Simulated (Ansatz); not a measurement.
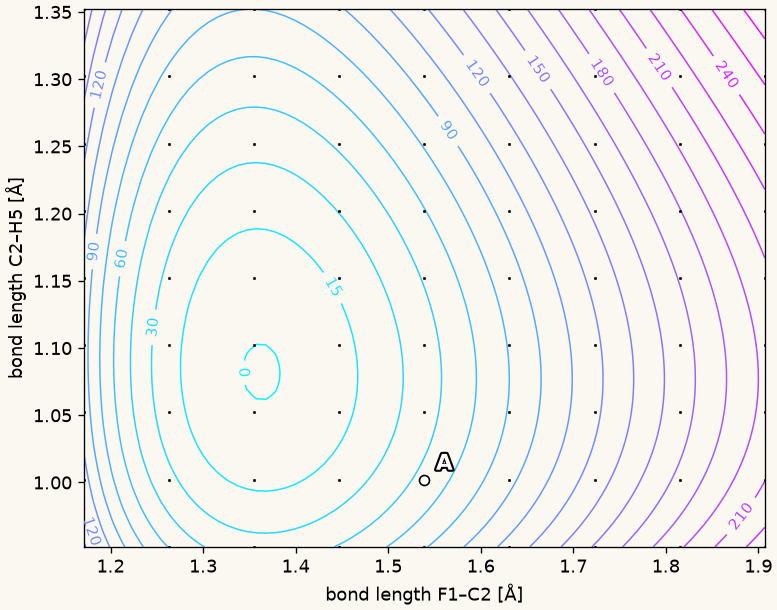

CH₃FSSi, SMILES FC1[SiH2]S1. The first coordinate is: bond length F1–C2; the second: bond length C2–H5. Nothing is relaxed (all other coordinates rigid). The grid has 9 × 9 points. Points are written as (first, second). Energies are in kJ/mol, from the lowest grid point. Theory: RKS r2SCAN0-D4/def2-TZVP (Ansatz 0.2.0).

In the figure: contour lines labelled in kJ/mol, dots at the grid points, the point A. Between grid points the surface is interpolated.

Is A at rest? If not, where is it pushed?

A, at (1.539 Å, 1.002 Å), is not a stationary point. The computed force is 360 kJ/mol for each Å towards smaller values of bond length F1–C2 and 330 kJ/mol for each Å towards larger values of bond length C2–H5.
